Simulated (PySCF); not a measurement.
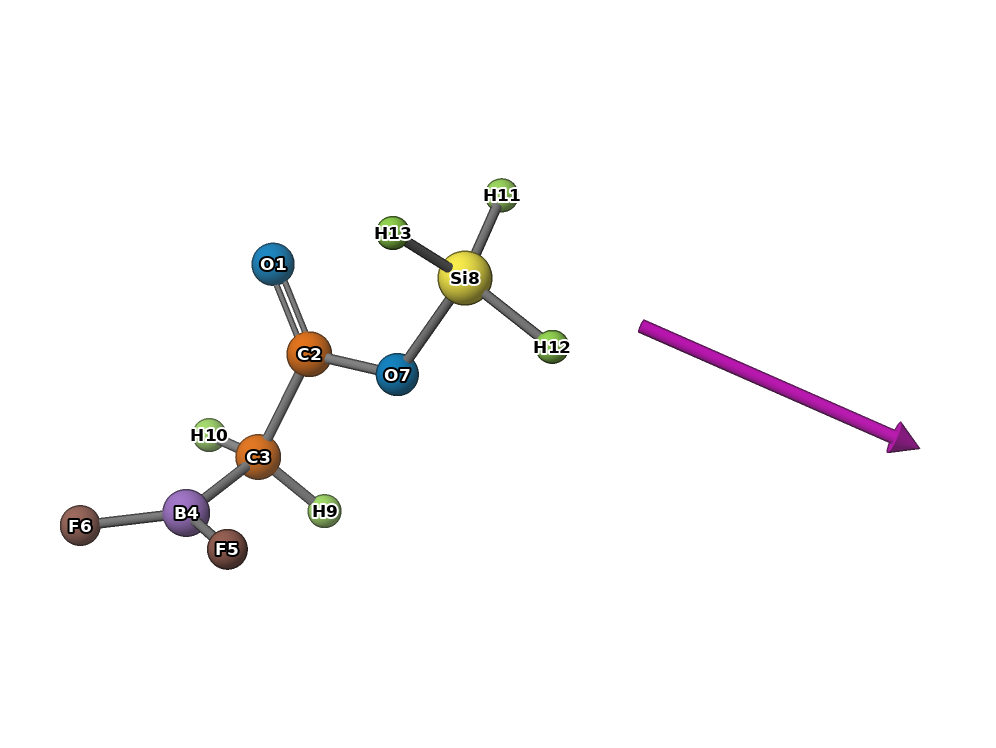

The arrow beside the molecule shows the direction of the dipole moment, from the negative to the positive end (its length means nothing). The geometry was computed by an optimisation with GFN2-xTB. No frequency run is at hand to confirm it as a minimum. Properties computed with CAM-B3LYP/def2-SVPD, gas phase (PySCF 2.14.0).

Q: How large is the dipole moment?

A: 2.21 D; it points from the side of F6 to the side of H12 (the outermost atoms at the two ends).

The geometry is semi-empirical. Around B, Si such bond lengths and angles can be off by a tenth of an ångström or more and by several degrees, and values that hang on the shape move with them.
